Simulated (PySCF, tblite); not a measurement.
**C₄H₈B radical: geometry, infrared bands and EPR parameters**

What infrared bands and EPR parameters should C₄H₈B radical (`B[C](C)C=C`) show?

The runs use tblite 0.8.0 and PySCF 2.14.0, with density-fitted response routines of our own; the level of theory stands in each step. All values are computed, except where a source is named. Atoms are numbered from 0 throughout.

### Step 1. Starting geometry

13 atoms, charge 0, multiplicity 2; geometry from: force field or distance geometry start.

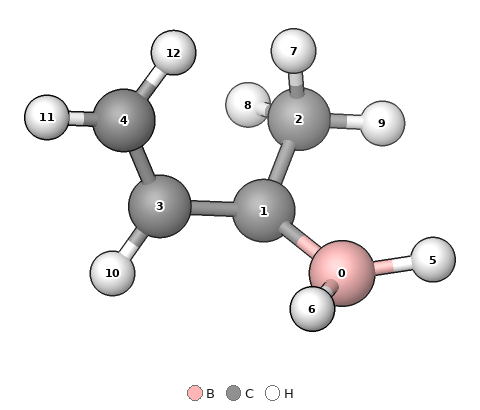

As it starts; boron pink, carbon grey, hydrogen white, atoms numbered.

### Step 2. Optimising the geometry with GFN2-xTB

What the job is given:

```
{"job": {"kind": "relax", "xc": "GFN2-xTB", "basis": "xTB"}, "charge": 0, "multiplicity": 2}
B     -1.259400     1.385500     0.241200
C     -0.527100     0.194500    -0.395700
C     -0.902800    -1.172100     0.018700
C      0.884600     0.417400    -0.737000
C      1.882700    -0.140200    -0.011300
H     -2.223300     1.277100     0.950100
H     -0.591300     2.362000     0.457300
H     -0.273900    -1.480500     0.883100
H     -0.688900    -1.882200    -0.807000
H     -1.966700    -1.248600     0.385700
H      1.113100     1.035600    -1.586300
H      2.922500     0.021100    -0.270600
H      1.626200    -0.769000     0.854100
```

Started as:

```console
$ OMP_NUM_THREADS=1 python probes_run.py task.json out
```

One launch serves the whole session: the jobs run in the order shown.

**Question.** This job is followed by: GFN2-xTB harmonic vibrations, gas phase; UKS B3LYP, pcH-1 on B C H, non-relativistic, mean-field spin-orbit, GIAO. What will the session give for the following? strongest single infrared mode (GFN2-xTB); zero-point energy (GFN2-xTB); g(iso) (B3LYP); ⟨S²⟩; largest a(iso) (averaged by class); potential on the surface of density 0.002 e/bohr³, 1st and 99th percentile.

**Answer**, as computed:

| quantity | value |
| --- | --- |
| strongest single infrared mode (GFN2-xTB) | 2646 cm⁻¹, 172 km/mol |
| zero-point energy (GFN2-xTB) | 65.2 kcal/mol |
| g(iso) (B3LYP) | 2.00253 |
| ⟨S²⟩ | 0.770 (exact 0.75) |
| largest a(iso) (averaged by class) | 1H on H7, H8, H9, 40.0 MHz |
| potential on the surface of density 0.002 e/bohr³, 1st and 99th percentile | -0.59 V and 1.03 V |

The optimisation took 84 steps and gained 0.693 eV; among the close pairs (by a distance rule), C1–C3 changed most, from 1.469 to 1.416 Å. No mode is imaginary among the 33: a minimum at this level. The strongest single mode, at 2646 cm⁻¹, moves mainly H5 and H6. Unscaled tight-binding wavenumbers are off by several per cent, some by more. Its intensities can rank the bands wrongly. The largest spin populations lie on C1 (0.57 e), C4 (0.52 e). The isotropic g lies 0.2 ppt above the free-electron value. These values are for one conformer; the search (at its own cheap level) found 1 more, at 0.53 kcal/mol, and measured spectra average over such forms.
